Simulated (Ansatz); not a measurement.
Abstraction of Br: GeH2Br2 + C2H3O → GeH2Br + C2H3BrO

Species: GeH2Br2 `[Br][GeH2][Br]`, singlet; C2H3O `C[C]=O`, doublet; GeH2Br `[GeH2][Br]`, doublet; C2H3BrO (acetyl bromide) `CC(=O)Br`, singlet. A radical takes Br: the energy is the difference in strength between the Ge–Br bond broken and the C–Br bond made.

Shapes, held fixed at every level: PBE0-D4/def2-TZVP. Programs: Ansatz 0.2.0. The zero-point and thermal change to 298 K, harmonic and unscaled (PBE0-D4/def2-TZVP), is +0.6 kJ/mol.

```tsv
level	kind	ΔH(298 K) (kJ/mol)	less CCSD(T)/def2-TZVPP
HF/def2-TZVPP	Hartree–Fock	+83.7	+26.1
PBE-D4/def2-TZVPP	GGA	+32.1	-25.5
B3LYP-D4/def2-TZVPP	global hybrid	+46.7	-10.9
wB97X-V/def2-TZVPP	range-separated hybrid	+61.8	+4.2
MP2/def2-TZVPP	perturbation theory	+53.0	-4.6
CCSD(T)/def2-SVP	coupled cluster or CI	+54.6	-3.0
CCSD/def2-SVP	coupled cluster or CI	+59.7	+2.1
CCSD(T)/def2-TZVPP	coupled cluster or CI	+57.6	0.0
```

The highest level, CCSD(T)/def2-TZVPP, gives ΔH(298 K) = +57.6 kJ/mol; the levels span +32.1 to +83.7. The column of differences is taken from that level and isn't an error. No measured value is set beside it here. Open shells run unrestricted unless RO is named. Relativity is left out for Br, Ge unless named. Correlated rows may include outer-core shells of Br, Ge, which these sets cover unevenly.

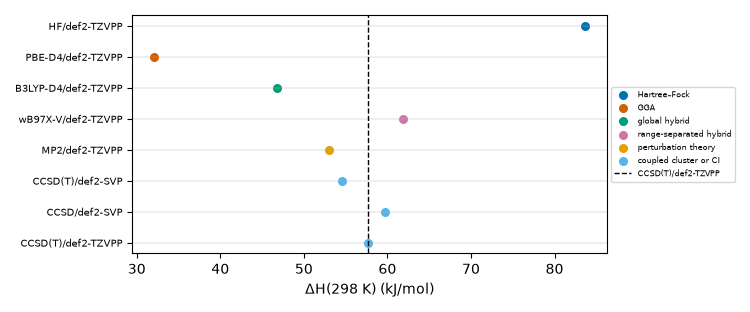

The values of the table, level by level.
